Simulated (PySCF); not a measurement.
Vertical excitations of a molecule C3H7BO2 from TDA-B3LYP/def2-SVPD in PySCF, as energy in eV (oscillator strength): 6.15 (0.010), 6.45 (0.002), 6.95 (0.016), 7.00 (0.031), 7.34 (0.006), 7.51 (0.022), 7.64 (0.008), 7.82 (0.021), 8.02 (0.005), 8.08 (0.009). Lowest triplet (TDA): 5.79 eV. Geometry: B3LYP-D3(BJ)/def2-SVP. The values are those of a single conformer.

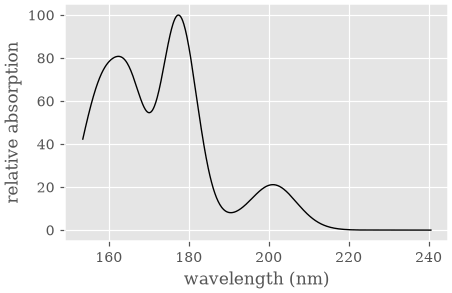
Fig. 1. The lines broadened by 0.4 eV.

### Question
Identify the compound among the candidates.
A. C=CB(O)OC
B. OCB1CCO1
C. COB1COC1
D. CB1COCO1

### Answer
B, OCB1CCO1
